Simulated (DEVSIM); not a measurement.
Device: abrupt GaAs n-p junction, at 350 K.

```tsv
layer (left to right)	material	thickness (μm)	Nd (cm⁻³)	Na (cm⁻³)	τn (s)	τp (s)
1	GaAs	16.0	4.9e15	-	4.4e-8	4.4e-8
2	GaAs	23.0	-	5.3e13	4.4e-8	4.4e-8
```

Left contact: ohmic. Right contact: ohmic. Voltage is applied to the left contact. Recombination: SRH at mid-gap, Auger. Mobility is constant in doping.

Constants are typed, rounded textbook-type inputs, not results; the design itself was drawn at random and stands for no fabricated device. Values at 300 K; Nc and Nv go as T^1.5, mobilities as T to minus their exponent, the gap by Varshni's rule with the affinity fixed.

```tsv
parameter	GaAs
gap (eV)	1.424
affinity (eV)	4.07
permittivity	12.9
Nc (cm⁻³)	4.7e17
Nv (cm⁻³)	9e18
μn (cm²/Vs)	8500
μp (cm²/Vs)	400
T exponent of μn	2.1
T exponent of μp	2.2
Cn (cm⁶/s)	1e-30
Cp (cm⁶/s)	1e-30
Varshni α (eV/K)	0.000541
Varshni β (K)	204
```

DEVSIM, 1D drift-diffusion, Boltzmann statistics, complete ionisation; no tunnelling, impact ionisation, image-force lowering or self-heating.

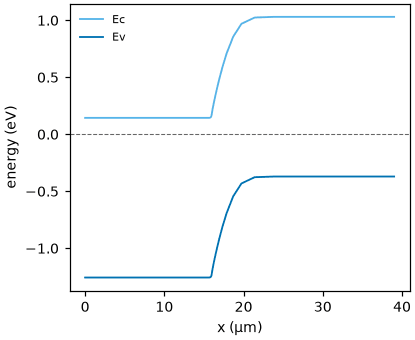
*Band edges at zero bias*

Energies count from the Fermi level of the right contact; mesh points crowd at the junctions.

```csv
x (μm),Ec (eV),Ev (eV),n (cm⁻³),p (cm⁻³),field (V/cm)
0.000,0.145,-1.256,4.9e15,< 1e2,≈ 0
0.04528,0.145,-1.256,4.9e15,< 1e2,≈ 0
0.1678,0.145,-1.256,4.9e15,< 1e2,≈ 0
0.5286,0.145,-1.256,4.9e15,< 1e2,≈ 0
2.181,0.145,-1.256,4.9e15,< 1e2,≈ 0
6.329,0.145,-1.256,4.9e15,< 1e2,≈ 0
12.32,0.145,-1.256,4.9e15,< 1e2,≈ 0
15.13,0.145,-1.256,4.9e15,< 1e2,≈ 0
15.70,0.145,-1.256,4.8e15,< 1e2,81
15.91,0.157,-1.244,3.3e15,< 1e2,1700
15.98,0.177,-1.224,1.7e15,< 1e2,4200
16.04,0.200,-1.201,7.9e14,< 1e2,4300
16.14,0.240,-1.161,2.1e14,220,3600
16.45,0.342,-1.059,7.0e12,6400,3100
17.86,0.709,-0.692,3.6e7,1.2e9,2100
21.40,1.025,-0.376,1000,4.3e13,93
30.36,1.031,-0.370,850,5.3e13,≈ 0
35.89,1.031,-0.370,850,5.3e13,≈ 0
38.24,1.031,-0.370,850,5.3e13,≈ 0
38.75,1.031,-0.370,850,5.3e13,≈ 0
38.93,1.031,-0.370,850,5.3e13,≈ 0
39.00,1.031,-0.370,850,5.3e13,≈ 0
```
